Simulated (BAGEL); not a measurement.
# BF (SMILES [B]F): CASPT2(10,8)/6-31G(d) (density fitting with cc-pvqz-jkfit, spherical functions)

Aim: the energy change on altering one bond length of BF at CASPT2(10,8)/6-31G* (density fitting with cc-pvqz-jkfit, spherical functions), from 2 runs. 

The calculation is run with BAGEL 1.2.2.

## 1. The molecule

The species is BF (2 atoms), meant as a singlet with charge 0. SMILES: `[B]F`. Geometry: relaxed at PBE0-D4/def2-TZVP.

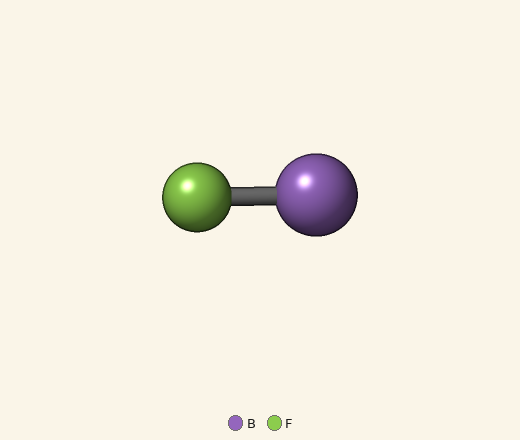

The structure, seen from a chosen angle (boron purple, fluorine green).

## 2. A single-point energy at CASPT2(10,8)/6-31G(d) (density fitting with cc-pvqz-jkfit, spherical functions)

Contents of calc.json:

```json
{ "bagel" : [

{
  "title" : "molecule",
  "basis" : "6-31gs.json",
  "df_basis" : "cc-pvqz-jkfit",
  "angstrom" : "true",
  "geometry" : [
    { "atom" : "B", "xyz" : [       0.000000,       0.000000,      -0.009350 ] },
    { "atom" : "F", "xyz" : [       0.000000,       0.000000,       1.253740 ] }
  ]
},

{
  "title" : "hf"
},

{
  "title" : "casscf",
  "nstate" : 1,
  "nact" : 8,
  "nclosed" : 2,
  "maxiter" : 200,
  "natocc" : "true"
},

{
  "title" : "print",
  "file" : "orbitals.molden",
  "orbitals" : "true"
},

{
  "title" : "smith",
  "method" : "caspt2",
  "ms" : "true",
  "xms" : "true",
  "sssr" : "true",
  "shift" : 0.0,
  "ncore" : 2
}

]}
```

The basis set 6-31G* is read from a file made from the Basis Set Exchange's data (not shown).

On the command line:

```console
$ BAGEL_NUM_THREADS=1 BAGEL calc.json > calc.out
```

The log of the run:

```text
* using 1 threads per process

  ===============================================================
  ===============================================================

  *** Geometry ***

  { "atom" : "B", "xyz" : [      0.000000,      0.000000,     -0.017669 ] },
  { "atom" : "F", "xyz" : [      0.000000,      0.000000,      2.369225 ] },

  Number of auxiliary basis functions:      212

  Since a DF basis is specified, we compute 2- and 3-index integrals:
    o Being stored without compression. Storage requirement is 0.001 GB

  Number of basis functions:       28
  Number of electrons      :       14

    * METHOD: MOLECULE                             0.02

  *** RHF ***

  === Nuclear Repulsion ===
    18.8529514763

      * DIIS with orbital gradients will be used.

  === RHF iteration (6-31gs.json) ===
      0       -124.00920244          0.03966806           0.00
      1       -124.06352279          0.02864259           0.00
      2       -124.10071930          0.00180044           0.00
      3       -124.10120950          0.00030175           0.00
      4       -124.10121802          0.00007639           0.00
      5       -124.10121881          0.00001515           0.00
      6       -124.10121884          0.00000260           0.00
      7       -124.10121884          0.00000038           0.00
      8       -124.10121884          0.00000006           0.00
      9       -124.10121884          0.00000002           0.00
     10       -124.10121884          0.00000000           0.00
    * SCF iteration converged.

    * Permanent dipole moment:
           (   -0.000000,     0.000000,    -0.341793) a.u.

    * METHOD: HF                                   0.03

  ---------------------------
      CASSCF calculation
  ---------------------------

    * nstate   :      1
    * nclosed  :      2
    * nact     :      8
    * nvirt    :     18
  === CASSCF iteration (6-31gs.json) ===

    * Using the second-order algorithm

      0  0      -124.13306262     6.37e-03      0.03

      1  0      -124.16215232     6.54e-03      0.03

      2  0      -124.17880557     4.52e-03      0.03

[... 43 lines of this table left out ...]

     25  0      -124.20240457     6.27e-09      0.03

    * Second-order optimization converged. *

     guess   0:   closed 11111...             open ........

  === FCI iteration ===

      0  0      -124.09901514     1.09e-02      0.00
      1  0      -124.19618703     3.19e-03      0.00
      2  0      -124.20191803     8.59e-04      0.00
      3  0      -124.20238259     1.73e-04      0.00
      4  0      -124.20240349     4.04e-05      0.00
      5  0      -124.20240454     6.30e-06      0.00
[... 5 lines of this table left out ...]
     11  0      -124.20240457     4.14e-10      0.00
     12  0 *    -124.20240457     6.97e-11      0.00

     * ci vector, state   0, <S^2> = -0.0000
       22222...    -0.9850899706
       2222.2..     0.0612230390
       222.2.2.     0.0612230390
       22.22..2     0.0551035576

    * METHOD: CASSCF                               0.78

    * METHOD: PRINT                                0.00

  === SMITH program ===

    * freezing 2 orbitals

    * Approximate memory requirement for SMITH calulation per MPI process:
      o Storage requirement for T-amplitude, lambda, and residual is 0.00 GB
      o Storage requirement for MO integrals is 0.00 GB
    * Calculating and saving rdm4f

    * Zeroth order energy : state  0       -9.3465502797

    * CASPT2 iteration is performed using redundant basis

      ---- iteration ----

        0    -0.11816806     0.01491118      0.10
        1    -0.12106928     0.00314131      0.10
        2    -0.12128951     0.00069171      0.10
        3    -0.12129970     0.00015370      0.10
        4    -0.12130014     0.00002499      0.10
        5    -0.12130015     0.00000526      0.10
        6    -0.12130016     0.00000083      0.10

      -------------------

    * CASPT2 energy : state  0     -124.3237047240
        reference weight              0.9681186516

    * METHOD: SMITH                                1.47

  ===============================================================
```

Run time: 2.5 s. Hardware: 1 thread of Arm Neoverse V2, shared host; peak memory 0.2 GiB.

## 3. The distorted shape, same level

Contents of job.json:

```json
{ "bagel" : [

{
  "title" : "molecule",
  "basis" : "6-31gs.json",
  "df_basis" : "cc-pvqz-jkfit",
  "angstrom" : "true",
  "geometry" : [
    { "atom" : "B", "xyz" : [    0.000000,    0.000000,   -0.198860 ] },
    { "atom" : "F", "xyz" : [    0.000000,    0.000000,    1.253740 ] }
  ]
},
{ "title" : "hf" },
{ "title" : "casscf", "nstate" : 1, "nact" : 8, "nclosed" : 2, "maxiter" : 200, "natocc" : "true" },
{ "title" : "print", "file" : "orbitals.molden", "orbitals" : "true" },
{ "title" : "smith", "method" : "caspt2", "ms" : "true", "xms" : "true", "sssr" : "true", "shift" : 0.0, "ncore" : 2 }

]}
```

The basis set 6-31G* is read from a file made from the Basis Set Exchange's data (not shown).

On the command line:

```console
$ BAGEL_NUM_THREADS=1 BAGEL job.json > job.out
```

The log of the run:

```text
* using 1 threads per process

  ===============================================================
  ===============================================================

  *** Geometry ***

  { "atom" : "B", "xyz" : [      0.000000,      0.000000,     -0.375791 ] },
  { "atom" : "F", "xyz" : [      0.000000,      0.000000,      2.369225 ] },

  Number of auxiliary basis functions:      212

  Since a DF basis is specified, we compute 2- and 3-index integrals:
    o Being stored without compression. Storage requirement is 0.001 GB

  Number of basis functions:       28
  Number of electrons      :       14

    * METHOD: MOLECULE                             0.02

  *** RHF ***

  === Nuclear Repulsion ===
    16.3933460555

      * DIIS with orbital gradients will be used.

  === RHF iteration (6-31gs.json) ===
      0       -123.95184969          0.04412802           0.00
      1       -124.01155046          0.03630395           0.00
      2       -124.07536575          0.00240210           0.00
      3       -124.07640442          0.00059253           0.00
      4       -124.07644650          0.00019056           0.00
      5       -124.07645242          0.00003453           0.00
      6       -124.07645257          0.00000413           0.00
      7       -124.07645258          0.00000085           0.00
      8       -124.07645258          0.00000018           0.00
      9       -124.07645258          0.00000002           0.00
     10       -124.07645258          0.00000000           0.00
    * SCF iteration converged.

    * Permanent dipole moment:
           (    0.000000,    -0.000000,     0.093713) a.u.

    * METHOD: HF                                   0.03

  ---------------------------
      CASSCF calculation
  ---------------------------

    * nstate   :      1
    * nclosed  :      2
    * nact     :      8
    * nvirt    :     18
  === CASSCF iteration (6-31gs.json) ===

    * Using the second-order algorithm

      0  0      -124.11385840     8.04e-03      0.03

      1  0      -124.15153937     7.81e-03      0.03

      2  0      -124.16038798     3.91e-03      0.03

[... 41 lines of this table left out ...]

     24  0      -124.18278889     4.98e-09      0.03

    * Second-order optimization converged. *

     guess   0:   closed 11111...             open ........

  === FCI iteration ===

      0  0      -124.07357898     1.08e-02      0.00
      1  0      -124.17549237     3.35e-03      0.00
      2  0      -124.18213875     9.55e-04      0.00
      3  0      -124.18275646     1.99e-04      0.00
      4  0      -124.18278681     5.19e-05      0.00
      5  0      -124.18278880     9.72e-06      0.00
[... 6 lines of this table left out ...]
     12  0      -124.18278889     2.67e-10      0.00
     13  0 *    -124.18278889     6.02e-11      0.00

     * ci vector, state   0, <S^2> = 0.0000
       22222...    -0.9832414554
       2222.2..     0.0690562230
       222.2.2.     0.0600264869
       22.22..2     0.0600264869

    * METHOD: CASSCF                               0.75

    * METHOD: PRINT                                0.00

  === SMITH program ===

    * freezing 2 orbitals

    * Approximate memory requirement for SMITH calulation per MPI process:
      o Storage requirement for T-amplitude, lambda, and residual is 0.00 GB
      o Storage requirement for MO integrals is 0.00 GB
    * Calculating and saving rdm4f

    * Zeroth order energy : state  0       -8.7381069033

    * CASPT2 iteration is performed using redundant basis

      ---- iteration ----

        0    -0.11898458     0.01550556      0.10
        1    -0.12229318     0.00355106      0.10
        2    -0.12258253     0.00083647      0.10
        3    -0.12259855     0.00020442      0.10
        4    -0.12259933     0.00003304      0.10
        5    -0.12259935     0.00000840      0.10
        6    -0.12259936     0.00000139      0.10
        7    -0.12259936     0.00000032      0.10

      -------------------

    * CASPT2 energy : state  0     -124.3053882420
        reference weight              0.9665776128

    * METHOD: SMITH                                1.56

  ===============================================================
```

Wall time 2.5 s (1 thread of Arm Neoverse V2, shared host); peak memory 0.2 GiB.

## 4. Outcome

At CASPT2(10,8)/6-31G* (density fitting with cc-pvqz-jkfit, spherical functions), 2 core orbitals frozen:

| quantity | value |
| --- | --- |
| first shape: total energy | -124.32370 Eh |
| distorted shape: total energy | -124.30539 Eh |
| energy change with the B1–F2 bond stretched from 1.263 to 1.453 Å | 0.498 eV |

With the B1–F2 bond stretched from 1.263 to 1.453 Å the energy rises by 0.50 eV (11.5 kcal/mol). The first shape isn't relaxed at this level, so the change isn't measured from a minimum.
